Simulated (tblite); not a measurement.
```xyz
23

C    -3.045    0.176    0.993
C    -2.149   -0.585    0.026
C    -0.893    0.211   -0.326
C    -0.049   -0.479   -1.407
C     1.406   -0.081   -1.194
C     1.691   -0.286    0.293
C     3.008    0.318    0.760
P     0.216    0.443    1.188
H    -2.489    0.419    1.898
H    -3.912   -0.420    1.268
H    -3.391    1.105    0.545
H    -2.702   -0.806   -0.892
H    -1.856   -1.537    0.476
H    -1.195    1.207   -0.667
H    -0.143   -1.562   -1.300
H    -0.399   -0.207   -2.404
H     2.079   -0.675   -1.815
H     1.543    0.973   -1.449
H     1.694   -1.362    0.512
H     3.034    1.385    0.545
H     3.847   -0.158    0.254
H     3.130    0.183    1.833
H     0.568    1.767    0.871
```

Where will the first 8 clear peaks of this molecule's radial distribution curve from gas electron diffraction lie, and which pairs make them?

Peak 1, 1.09 Å: C–H 1.09–1.10 Å (×14)
Peak 2, 1.52 Å: C–C 1.52–1.54 Å (×6)
Peak 3, 1.88 Å: P–C 1.87–1.89 Å (×2)
Peak 4, 2.17 Å: C···H 2.14–2.18 Å (×22)
Peak 5, 2.77 Å: C···C 2.52–2.70 Å (×4), C···H 2.60–3.02 Å (×17), P···C 2.71–2.83 Å (×4), P···H 2.80–3.00 Å (×4), not resolved; in its flanks C···C 2.44–2.47 Å
Peak 6, 3.26 Å: C···H 3.14–3.49 Å (×7), P···H 3.22 Å, P···C 3.28 Å, not resolved
Peak 7, 3.83 Å: C···H 3.69–4.10 Å (×7), P···H 3.70–3.80 Å (×5), C···C 3.79–4.05 Å (×5), not resolved; in its flanks C···H 4.18–4.32 Å
Peak 8, 4.82 Å: H···H 4.52–5.10 Å (×17), C···H 4.53–5.01 Å (×11), C···C 4.81–4.97 Å (×2), not resolved; in its flanks C···H 5.21–5.63 Å, C···C 5.29 Å

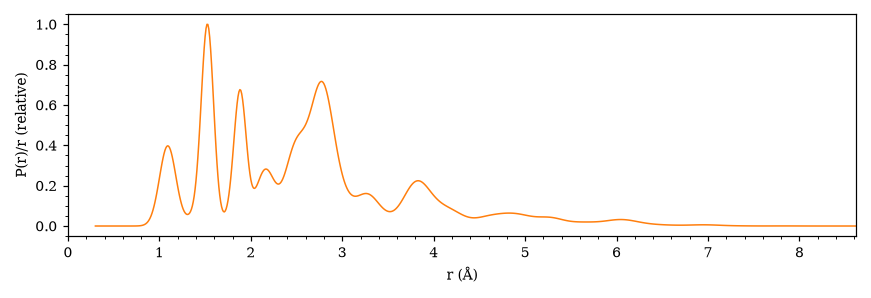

Simulated gas electron diffraction: radial distribution curve of C₇H₁₅P. Each pair of atoms contributes with weight ZᵢZⱼ/r; damping constant 0.001 Å²; vibrational amplitudes assumed, not computed: 0.05 Å for bonds, 0.078 Å for bonds to H, 0.06 + 0.015 r up to 0.15 Å for other pairs. The geometry is the end point of an optimisation (GFN2-xTB geometry optimisation, gas phase (tblite 0.8.0)); it may be a saddle point or a higher isomer.
